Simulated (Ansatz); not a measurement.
**HfN2 (singlet): from Hartree-Fock to the top rungs at a displaced geometry (v2), def2-SVP**

Aim: climb from Hartree-Fock through coupled cluster and multireference methods for HfN2 (singlet) at one geometry and basis, and see what each rung misses.

Computed with Ansatz 0.2.0, Gaussian basis. Level: def2-SVP, core rule «outside noble gas», up to 6 orbitals frozen.

Plan: UHF; CCSD(T) on RHF; CCSD(T) on UHF; CISD; CCSDT(Q) on RHF; CASSCF and MRCISD+Q, 8 electrons in 8 orbitals; CASSCF and NEVPT2, 8 electrons in 8 orbitals.

10 further runs of the same task are left out: 4 that didn't finish, 6 set aside as unsound or not needed. Runs told in other sessions of the task aren't counted.

### Step 1. The geometry

The geometry is a PBE0/def2-TZVP stationary point (not a proven minimum) with its atoms shifted at random (size 0.100 Å). No spin-orbit coupling is included. Elements past krypton take def2 core potentials.

3 atoms, charge 0, spin multiplicity 1.

Atoms are counted from 1 here; the program's logs count them from 0.

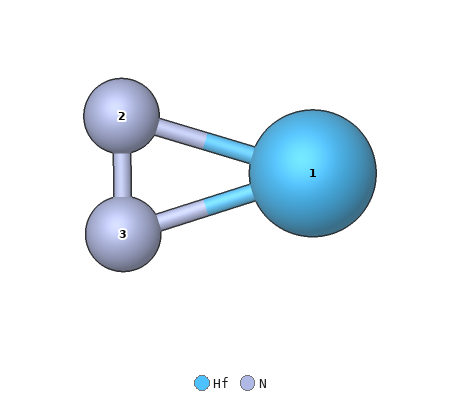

The structure; hafnium blue, nitrogen light blue; atoms are numbered from 1 in the order of the file.

Geometry (Å):

```
Hf    0.0172    0.0011   -0.2714
N    -0.1477    0.6123    1.7336
N    -0.0711   -0.6259    1.7254
```

In the tables R marks a restricted determinant and U an unrestricted one; 'frontier' is the active space of 8 electrons in 8 orbitals; energies count from the table's Hartree-Fock row.

### Step 2. UHF

Contents of in.yaml:

```yaml
crystal:
  periodic: [false, false, false]
  atoms:
    - {symbol: Hf, position_ang: [0.017169, 0.001063, -0.271435]}
    - {symbol: N, position_ang: [-0.147705, 0.612300, 1.733563]}
    - {symbol: N, position_ang: [-0.071085, -0.625850, 1.725383]}
basis:
  gaussian: {orbitals: def2-SVP}
magnetization: {spin_polarized: true, initial_magnetization: 0}
hamiltonian: {xc: hf}
output: {orbitals: {seedname: orbitals}}
```

On the command line:

```sh
$ ansatz run in.yaml --threads 1 --pin off --events-out ev --progress --plain --max-ram 2393MiB
```

Standard output, shortened:

```text
Functional definition: HF
  name "HF"
  cite "Fock, Z. Phys. 61, 126 (1930) doi:10.1007/BF01340294"
  parent pbe
[...]
608 factors; integrals over basis functions are off by at most 1.1e-3 eV
[...]
mean field -4249.41458938 eV, -156.1631058029 hartree, gradient 6.0e-6 eV, S^2 0.850858; 12 other end points of the search recorded, 0 dependent functions left out
reference -4249.41458938 eV, -156.1631058029 hartree; 13, 13 occupied and 47, 47 virtual orbitals, 608 factors
Total energy: -4249.41458938 eV, -156.1631058029 hartree
```

It took 7 s on 1 thread of Arm Neoverse V2, shared host.

From the report: ⟨S²⟩ of the determinant 0.851 (pure singlet: 0.00). The determinant of HF (⟨S²⟩ 0.85) is far from a pure spin state, so its energy mixes those of several spin states; that is harmless only where they are near-degenerate.

The unrestricted solution breaks the spin symmetry, so the restricted determinant is unstable here.

### Step 3. CCSD(T) on RHF

in.yaml: that of step 2 with these lines changed.

```diff
@@ -8,4 +8,3 @@
   gaussian: {orbitals: def2-SVP}
-magnetization: {spin_polarized: true, initial_magnetization: 0}
-hamiltonian: {xc: hf}
-output: {orbitals: {seedname: orbitals}}
+magnetization: {spin_polarized: false}
+correlation: {method: ccsd_t, electrons: outside_noble_gas}
```

Launched as before.

Standard output, shortened:

```text
Functional definition: HF
  name "HF"
  cite "Fock, Z. Phys. 61, 126 (1930) doi:10.1007/BF01340294"
  parent pbe
[...]
608 factors; integrals over basis functions are off by at most 1.1e-3 eV
[...]
mean field -4249.25455898 eV, -156.1572247944 hartree, gradient 4.6e-6 eV, S^2 0.000000; 6 other end points of the search recorded, 0 dependent functions left out; unrestricted orbitals would lower it
determinant -4249.25455898 eV, -156.1572247944 hartree, with singles and doubles -4260.43951513 eV, -156.5682643512 hartree
determinant -4246.36656860 eV, -156.0510931055 hartree, with singles and doubles -4257.87138748 eV, -156.4738874009 hartree
determinant -4246.07488779 eV, -156.0403740333 hartree, with singles and doubles -4258.08103987 eV, -156.4815919842 hartree
determinant -4245.89384252 eV, -156.0337207423 hartree, with singles and doubles -4256.81022107 eV, -156.4348902548 hartree
6 core orbitals not correlated: weight in the atoms' cores, before any rotation towards them, 0.959 or more for the frozen orbitals, at most 0.038 for the correlated occupied ones
reference -4249.25455898 eV, -156.1572247944 hartree; 7, 7 occupied and 47, 47 virtual orbitals, 608 factors
second order -11.03840927 eV of doubles, -0.00000000 eV of singles
cycle   1  -11.18492255 eV  change    3.4e-5 eV  update   3.0e-3
[...]
cycle  10  -11.18639166 eV  change   -2.5e-6 eV  update   9.4e-6
perturbative correction -0.62552486 eV, -0.0229876147 hartree
Total energy: -4261.06647550 eV, -156.5913047202 hartree
```

Run time: 2.9 s. Hardware: 1 thread of Arm Neoverse V2, shared host.

From the report: correlation -11.8119 eV; T1 0.028; largest double amplitude 0.12.

### Step 4. CCSD(T) on UHF

in.yaml: that of step 3 with these lines changed.

```diff
@@ -8,3 +8,3 @@
   gaussian: {orbitals: def2-SVP}
-magnetization: {spin_polarized: false}
+magnetization: {spin_polarized: true, initial_magnetization: 0}
 correlation: {method: ccsd_t, electrons: outside_noble_gas}
```

The command is unchanged.

Standard output, shortened:

```text
Functional definition: HF
  name "HF"
  cite "Fock, Z. Phys. 61, 126 (1930) doi:10.1007/BF01340294"
  parent pbe
[...]
608 factors; integrals over basis functions are off by at most 1.1e-3 eV
[...]
mean field -4249.41458938 eV, -156.1631058029 hartree, gradient 2.5e-6 eV, S^2 0.850856; 26 other end points of the search recorded, 0 dependent functions left out
determinant -4249.41458938 eV, -156.1631058029 hartree, with singles and doubles -4260.30792171 eV, -156.5634283822 hartree
determinant -4249.41061461 eV, -156.1629597328 hartree, with singles and doubles -4260.31754829 eV, -156.5637821526 hartree
determinant -4249.32112540 eV, -156.1596710653 hartree, with singles and doubles -4259.74137067 eV, -156.5426080158 hartree
determinant -4249.03757788 eV, -156.1492508860 hartree, with singles and doubles -4259.29470705 eV, -156.5261934304 hartree
[...]
determinant -4248.16571383 eV, -156.1172104731 hartree, with singles and doubles -4258.58389893 eV, -156.5000717138 hartree
determinant -4246.94575985 eV, -156.0723779912 hartree, with singles and doubles -4257.64323094 eV, -156.4655028030 hartree
determinant -4249.41458938 eV, -156.1631058029 hartree, with singles and doubles -4260.36734419 eV, -156.5656121183 hartree
determinant -4249.41061461 eV, -156.1629597328 hartree, with singles and doubles -4260.37177417 eV, -156.5657749171 hartree
6 core orbitals not correlated: weight in the atoms' cores, before any rotation towards them, 0.940 or more for the frozen orbitals, at most 0.056 for the correlated occupied ones
reference -4249.41061461 eV, -156.1629597328 hartree; 7, 7 occupied and 47, 47 virtual orbitals, 608 factors
second order -10.35765833 eV of doubles, -0.00000000 eV of singles
cycle   1  -10.96116288 eV  change   -3.3e-6 eV  update   4.1e-6
perturbative correction -0.61672092 eV, -0.0226640756 hartree
Total energy: -4260.98849840 eV, -156.5884391146 hartree
```

It took 53 s on 1 thread of Arm Neoverse V2, shared host.

From the report: ⟨S²⟩ of the determinant 0.794 (pure singlet: 0.00); correlation -11.5779 eV; T1 0.083; largest double amplitude 0.12. The determinant of CCSD(T) (⟨S²⟩ 0.79) is far from a pure spin state, so its energy mixes those of several spin states; high orders of coupled cluster remove much of that, low ones don't.

### Step 5. CISD

in.yaml: that of step 4 with these lines changed.

```diff
@@ -8,3 +8,2 @@
   gaussian: {orbitals: def2-SVP}
-magnetization: {spin_polarized: true, initial_magnetization: 0}
-correlation: {method: ccsd_t, electrons: outside_noble_gas}
+correlation: {active_space: {ras: {orbitals: [7, 0, 47], electrons: 14, max_holes: 2, max_particles: 2}, fixed_orbitals: true}}
```

Launched as before.

Standard output:

```text
Functional definition: HF
  name "HF"
  cite "Fock, Z. Phys. 61, 126 (1930) doi:10.1007/BF01340294"
  parent pbe
  exchange = exact_x
  correlation = 0
608 factors; integrals over basis functions are off by at most 1.1e-3 eV
mean field evaluation 1: about -4245.2421 eV, gradient 3.3e1 eV
mean field evaluation 2: about -4245.2520 eV, gradient 3.3e1 eV
mean field evaluation 4: about -4249.1579 eV, gradient 2.9e0 eV
mean field evaluation 8: about -4249.2534 eV, gradient 2.1e-1 eV
mean field evaluation 16: about -4227.0817 eV, gradient 3.8e1 eV
mean field evaluation 32: about -4246.0749 eV, gradient 2.1e-5 eV
mean field evaluation 64: about -4249.2480 eV, gradient 5.3e-1 eV
mean field -4249.25455898 eV, -156.1572247944 hartree, gradient 4.6e-6 eV, S^2 0.000000; 4 other end points of the search recorded, 0 dependent functions left out
reference -4249.25455898 eV, -156.1572247944 hartree; 13, 13 occupied and 47, 47 virtual orbitals, 608 factors
state -4259.04853362 eV, -156.5171467236 hartree
Total energy: -4259.04853362 eV, -156.5171467236 hartree
```

Wall time 3.7 s (1 thread of Arm Neoverse V2, shared host).

From the report: 80,840 determinants.

### Step 6. CCSDT(Q) on RHF

in.yaml: that of step 5 with these lines changed.

```diff
@@ -8,2 +8,3 @@
   gaussian: {orbitals: def2-SVP}
-correlation: {active_space: {ras: {orbitals: [7, 0, 47], electrons: 14, max_holes: 2, max_particles: 2}, fixed_orbitals: true}}
+magnetization: {spin_polarized: false}
+correlation: {method: ccsdt_q, electrons: outside_noble_gas}
```

Launched as before.

Standard output, shortened:

```text
Functional definition: HF
  name "HF"
  cite "Fock, Z. Phys. 61, 126 (1930) doi:10.1007/BF01340294"
  parent pbe
[...]
1155 factors; integrals over basis functions are off by at most 1.4e-7 eV
[...]
mean field -4249.25461084 eV, -156.1572267002 hartree, gradient 4.6e-6 eV, S^2 0.000000; 6 other end points of the search recorded, 0 dependent functions left out; unrestricted orbitals would lower it
determinant -4249.25461084 eV, -156.1572267002 hartree, with singles and doubles -4260.43960718 eV, -156.5682677340 hartree
determinant -4246.36662277 eV, -156.0510950960 hartree, with singles and doubles -4257.87146245 eV, -156.4738901562 hartree
determinant -4246.07495038 eV, -156.0403763336 hartree, with singles and doubles -4258.08114788 eV, -156.4815959534 hartree
determinant -4245.89390252 eV, -156.0337229472 hartree, with singles and doubles -4256.81030303 eV, -156.4348932667 hartree
6 core orbitals not correlated: weight in the atoms' cores, before any rotation towards them, 0.959 or more for the frozen orbitals, at most 0.038 for the correlated occupied ones
reference -4249.25461084 eV, -156.1572267002 hartree; 7, 7 occupied and 47, 47 virtual orbitals, 1155 factors
second order -11.03847521 eV of doubles, -0.00000000 eV of singles
cycle   1  -10.52657162 eV  change    5.1e-1 eV  update   1.6e-1
[...]
cycle  26  -11.81893957 eV  change   -4.5e-7 eV  update   1.0e-6
perturbative correction -0.08628997 eV, -0.0031710980 hartree
Total energy: -4261.15984038 eV, -156.5947358162 hartree
```

It took 38 s on 1 thread of Arm Neoverse V2, shared host; peak memory 0.51 GiB.

From the report: correlation -11.9052 eV; T1 0.028; largest double amplitude 0.13.

### Step 7. CASSCF and MRCISD+Q, 8 electrons in 8 orbitals

in.yaml: that of step 6 with these lines changed.

```diff
@@ -8,3 +8,2 @@
   gaussian: {orbitals: def2-SVP}
-magnetization: {spin_polarized: false}
-correlation: {method: ccsdt_q, electrons: outside_noble_gas}
+correlation: {method: fic_mrcisd_q, electrons: outside_noble_gas, active_space: {window: {electrons: 8, orbitals: 8}}}
```

The command is unchanged.

Standard output, shortened:

```text
Functional definition: HF
  name "HF"
  cite "Fock, Z. Phys. 61, 126 (1930) doi:10.1007/BF01340294"
  parent pbe
[...]
608 factors; integrals over basis functions are off by at most 1.1e-3 eV
[...]
mean field -4249.25455898 eV, -156.1572247944 hartree, gradient 4.6e-6 eV, S^2 0.000000; 4 other end points of the search recorded, 0 dependent functions left out; unrestricted orbitals would lower it
reference -4249.25455898 eV, -156.1572247944 hartree; 13, 13 occupied and 47, 47 virtual orbitals, 608 factors
state -4253.41903427 eV, -156.3102664384 hartree
contracted CI cycle   1: correlation 0.00000000 eV, 0.0000000000 hartree, residual 2.53e1 eV
contracted CI cycle   2: correlation -6.50748649 eV, -0.2391457174 hartree, residual 4.55e0 eV
contracted CI cycle   3: correlation -6.76393690 eV, -0.2485700965 hartree, residual 1.28e0 eV
[...]
contracted CI cycle   4: correlation -7.62633399 eV, -0.2802626047 hartree, residual 4.81e-1 eV
contracted CI cycle   5: correlation -7.63018939 eV, -0.2804042883 hartree, residual 1.82e-1 eV
contracted CI cycle   6: correlation -7.63073414 eV, -0.2804243074 hartree, residual 6.94e-2 eV
contracted CI cycle   7: correlation -7.63081343 eV, -0.2804272211 hartree, residual 2.83e-2 eV
contracted CI cycle   8: correlation -7.63082647 eV, -0.2804277004 hartree, residual 1.20e-2 eV
contracted CI cycle   9: correlation -7.63082867 eV, -0.2804277812 hartree, residual 4.31e-3 eV
contracted CI cycle  10: correlation -7.63082896 eV, -0.2804277920 hartree, residual 1.53e-3 eV
contracted CI cycle  11: correlation -7.63082900 eV, -0.2804277934 hartree, residual 5.26e-4 eV
state -4252.41617976 eV, -156.2734122149 hartree; corrected -4260.85568865 eV, -156.5835584462 hartree
state -4253.41903427 eV, -156.3102664384 hartree; corrected -4260.93973257 eV, -156.5866470033 hartree
Total energy: -4260.93973257 eV, -156.5866470033 hartree
```

Wall time 15 s (1 thread of Arm Neoverse V2, shared host); peak memory 0.28 GiB.

From the report: 2,500 determinants; active occupations 1.97, 1.96, 1.93, 1.92, 0.10, 0.07, 0.03, 0.02.

### Step 8. CASSCF and NEVPT2, 8 electrons in 8 orbitals

in.yaml: that of step 7 with these lines changed.

```diff
@@ -8,2 +8,2 @@
   gaussian: {orbitals: def2-SVP}
-correlation: {method: fic_mrcisd_q, electrons: outside_noble_gas, active_space: {window: {electrons: 8, orbitals: 8}}}
+correlation: {method: sc_nevpt2, electrons: outside_noble_gas, active_space: {window: {electrons: 8, orbitals: 8}}}
```

Launched as before.

Standard output, shortened:

```text
Functional definition: HF
  name "HF"
  cite "Fock, Z. Phys. 61, 126 (1930) doi:10.1007/BF01340294"
  parent pbe
[...]
608 factors; integrals over basis functions are off by at most 1.1e-3 eV
[...]
mean field -4249.25455898 eV, -156.1572247944 hartree, gradient 4.6e-6 eV, S^2 0.000000; 4 other end points of the search recorded, 0 dependent functions left out; unrestricted orbitals would lower it
reference -4249.25455898 eV, -156.1572247944 hartree; 13, 13 occupied and 47, 47 virtual orbitals, 608 factors
state -4253.41903427 eV, -156.3102664384 hartree
state -4253.41903427 eV, -156.3102664384 hartree; corrected -4259.71605659 eV, -156.5416777405 hartree
state -4252.41617976 eV, -156.2734122149 hartree
state -4252.41617976 eV, -156.2734122149 hartree; corrected -4259.98101882 eV, -156.5514149229 hartree
state -4252.41617976 eV, -156.2734122149 hartree; corrected -4259.98101882 eV, -156.5514149229 hartree
the orbitals are reached from a further start. From the first start the search ends at -4253.41803796 eV, -156.3102298247 hartree
WARN: the results are in doubt because another end's mean lies 1.003 eV lower, and its corrected mean 0.265 eV higher
Total energy: -4259.98101882 eV, -156.5514149229 hartree
In doubt: another end's mean lies 1.003 eV lower, and its corrected mean 0.265 eV higher
```

Wall time 12 s (1 thread of Arm Neoverse V2, shared host).

From the report: 2,450 determinants; active occupations 1.96, 1.93, 1.92, 1.91, 0.11, 0.08, 0.07, 0.02. The program marks this result as in doubt; its last lines say why.

### Step 9. All levels against the top one

No level here is safe as a reference; RCCSDT(Q) serves as a yardstick only. Rows without a time are mean-field rows or come out of runs for another level: lower rungs of the coupled-cluster runs, CASSCF and MRCISD of the multireference runs, or the Hartree-Fock search.

Differences are taken before rounding.

```tsv
method	energy from the lowest RHF (meV)	from RCCSDT(Q) (meV)	time
RHF	0.0	+11905.3	
UHF	-160.0	+11745.3	7 s
RMP2	-11038.4	+866.9	
UMP2	-10513.7	+1391.6	
RCCSD	-11186.4	+718.9	
UCCSD	-11117.2	+788.1	
RCCSD(T)	-11811.9	+93.4	2.9 s
UCCSD(T)	-11733.9	+171.3	53 s
RCCSDT	-11819.0	+86.3	
RCCSDT(Q)	-11905.3	0	38 s
CASSCF frontier	-4164.5	+7740.8	
MRCISD frontier	-10958.8	+946.4	
MRCISD+Q frontier	-11685.2	+220.1	15 s
```

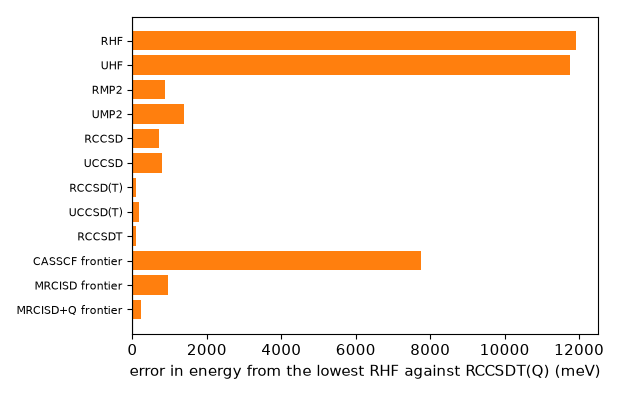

Deviations from RCCSDT(Q), method by method.

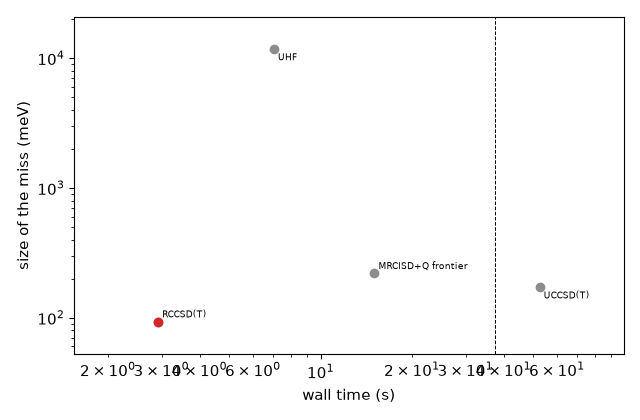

Miss against cost. Red marks the levels that no quicker level drawn beats (of those quicker than the yardstick), and the dashed line is the time of RCCSDT(Q). Times are from a shared host.

Not comparable, so not listed: CISD; CASSCF and NEVPT2, 8 electrons in 8 orbitals (they don't share determinant, frozen orbitals or solution with the rows shown, or repeat one).

### Step 10. Summary of results

| quantity | value |
| --- | --- |
| RCCSDT(Q) from the RHF energy | -11.9053 eV |
| RMP2 from RCCSDT(Q) | +866.9 meV |
| UMP2 from RCCSDT(Q) | +1391.6 meV |
| RCCSD from RCCSDT(Q) | +718.9 meV |
| RCCSD(T) from RCCSDT(Q) | +93.4 meV |
| UCCSD(T) from RCCSDT(Q) | +171.3 meV |
| MRCISD+Q frontier from RCCSDT(Q) | +220.1 meV |
| T1 diagnostic | 0.028 |

**Reading.** RCCSD(T) misses by +93.4 meV, 0.8 % of the correlation energy. CCSD(T) misses by +93.4 meV on the restricted determinant and by +171.3 meV on the unrestricted one; the two need not hold the same state or core. Warnings: restricted reference is unstable; spin contamination; large T1 diagnostic.
